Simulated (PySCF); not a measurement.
# BCl (SMILES [B]Cl) at PBE/STO-3G

Aim: the vertical singlet–triplet gap of BCl at PBE/STO-3G, from 2 runs. Input form: a Python script.

The results are computed with PySCF 2.14.0.

12 further runs of the same task are left out: 3 that didn't finish, 9 set aside as unsound or not needed.

## Step 1: Starting point

The species is BCl (2 atoms), meant as a singlet with charge 0. SMILES: `[B]Cl`. Geometry: relaxed at GFN2-xTB.

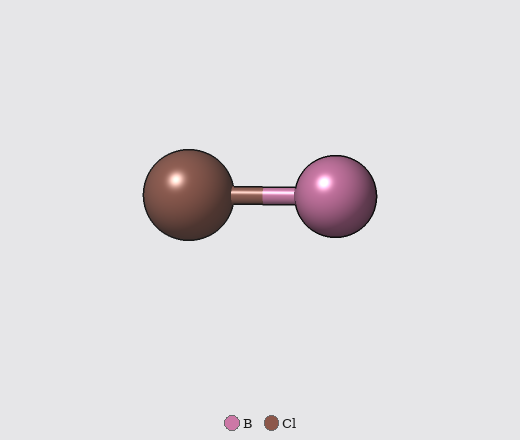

The structure, seen from a chosen angle (boron pink, chlorine brown).

## Step 2: The energy at PBE/STO-3G

input.py reads:

```python
# BCl
from pyscf import gto, dft

mol = gto.M(
    atom='''
B    0.000000   0.000000   0.000000
Cl   0.000000   0.000000   1.578530
''',
    charge=0,
    basis='sto-3g',
    max_memory=1860,
    spin=0,
    verbose=3,
)

mf = dft.RKS(mol)
mf.xc = 'pbe'
mf.grids.level = 5
mf.conv_tol = 1e-10
mf.kernel()
if not mf.converged:
    mf = mf.newton().run(mf.mo_coeff, mf.mo_occ)

e_tot = mf.e_tot
print('E(%s) = %.9f' % ('PBE', e_tot))
```

On the command line:

```console
OMP_NUM_THREADS=1 python input.py
```

What it wrote:

```text
converged SCF energy = -479.341040962625
E(PBE) = -479.341040963
```

It took 2 s on 1 thread of Arm Neoverse N1, shared host; peak memory 0.16 GiB.

## Step 3: The triplet

input.py reads:

```python
from pyscf import gto, dft

mol = gto.M(
    atom='B 0.000000 0.000000 0.000000; Cl 0.000000 0.000000 1.578530',
    basis='sto-3g',
    verbose=4,
    spin=2,
    max_memory=1860,
)

myscf = dft.UKS(mol)
myscf.xc = 'pbe'
myscf.conv_tol = 1e-10
myscf.grids.level = 5
myscf.kernel()
if not myscf.converged:
    myscf = myscf.newton().run(myscf.mo_coeff, myscf.mo_occ)

energy = myscf.e_tot
print('Final energy', energy)
```

On the command line:

```console
OMP_NUM_THREADS=1 python input.py
```

What it wrote:

```text
PySCF version 2.14.0

[INPUT] num. atoms = 2
[INPUT] num. electrons = 22
[INPUT] charge = 0
[INPUT] spin (= nelec alpha-beta = 2S) = 2
[INPUT] symmetry False subgroup None
[INPUT] Mole.unit = angstrom
[INPUT] Symbol           X                Y                Z      unit          X                Y                Z       unit  Magmom
[INPUT]  1 B      0.000000000000   0.000000000000   0.000000000000 AA    0.000000000000   0.000000000000   0.000000000000 Bohr   0.0
[INPUT]  2 Cl     0.000000000000   0.000000000000   1.578530000000 AA    0.000000000000   0.000000000000   2.982989379410 Bohr   0.0

nuclear repulsion = 28.4949053411719
number of shells = 8
number of NR pGTOs = 42
number of NR cGTOs = 14
basis = sto-3g
ecp = {}

******** <class 'pyscf.dft.uks.UKS'> ********
method = UKS
initial guess = minao
damping factor = 0
level_shift factor = 0
DIIS = <class 'pyscf.scf.diis.CDIIS'>
diis_start_cycle = 1
diis_space = 8
diis_damp = 0
SCF conv_tol = 1e-10
SCF conv_tol_grad = None
SCF max_cycles = 50
direct_scf = True
direct_scf_tol = 1e-13
number electrons alpha = 12  beta = 10
XC library pyscf.dft.libxc version 7.0.0
    S. Lehtola, C. Steigemann, M. J.T. Oliveira, and M. A.L. Marques.,  SoftwareX 7, 1–5 (2018)
XC functionals = pbe
    J. P. Perdew, K. Burke, and M. Ernzerhof.,  Phys. Rev. Lett. 77, 3865 (1996)
    J. P. Perdew, K. Burke, and M. Ernzerhof.,  Phys. Rev. Lett. 78, 1396 (1997)
    J. P. Perdew, K. Burke, and M. Ernzerhof.,  Phys. Rev. Lett. 77, 3865 (1996)
    J. P. Perdew, K. Burke, and M. Ernzerhof.,  Phys. Rev. Lett. 78, 1396 (1997)
radial grids:
    Treutler-Ahlrichs [JCP 102, 346 (1995); DOI:10.1063/1.469408] (M4) radial grids

becke partition: Becke, JCP 88, 2547 (1988); DOI:10.1063/1.454033
pruning grids: <function nwchem_prune>
grids dens level: 5
symmetrized grids: False
atomic radii adjust function: <function treutler_atomic_radii_adjust>
small_rho_cutoff = 0
Set gradient conv threshold to 1e-05
tot grids = 86208
init E= -479.33749356266

[... the frontier-level lines of each cycle are left out ...]



cycle= 1 E= -479.258166115468  delta_E= 0.0793  |g|= 0.0869  |ddm|= 1.78


cycle= 2 E= -479.255504385702  delta_E= 0.00266  |g|= 0.113  |ddm|= 0.415


cycle= 3 E= -479.266996864753  delta_E= -0.0115  |g|= 0.00497  |ddm|= 0.215


cycle= 4 E= -479.267032201597  delta_E= -3.53e-05  |g|= 0.000481  |ddm|= 0.0152


cycle= 5 E= -479.26703266439  delta_E= -4.63e-07  |g|= 4.22e-05  |ddm|= 0.00204


cycle= 6 E= -479.26703266676  delta_E= -2.37e-09  |g|= 9.86e-07  |ddm|= 0.000151


cycle= 7 E= -479.267032666774  delta_E= -1.38e-11  |g|= 4.63e-07  |ddm|= 4.05e-05


Extra cycle  E= -479.267032666787  delta_E= -1.27e-11  |g|= 4.69e-07  |ddm|= 4.14e-05
converged SCF energy = -479.267032666787  <S^2> = 2.0069944  2S+1 = 3.0046593
Final energy -479.2670326667867
```

Wall time 2.7 s (1 thread of Arm Neoverse N1, shared host); peak memory 0.17 GiB.

## Step 4: What came out

Level: PBE/STO-3G.

```
                                        quantity          value
                           singlet: total energy  -479.34104 Eh
                          singlet: dipole moment         1.07 D
                            singlet: HOMO energy       -2.61 eV
                            singlet: LUMO energy        0.78 eV
                          singlet: HOMO–LUMO gap        3.39 eV
                           triplet: total energy  -479.26703 Eh
                          triplet: dipole moment         0.72 D
     triplet: HOMO energy (highest over α and β)       -0.27 eV
                                   triplet: ⟨S²⟩          2.007
vertical energy of the triplet above the singlet       2.014 eV
```

At this shape the triplet lies 2.01 eV (46 kcal/mol) above the singlet. In a minimal basis such a difference can be off by several eV, whatever the method.
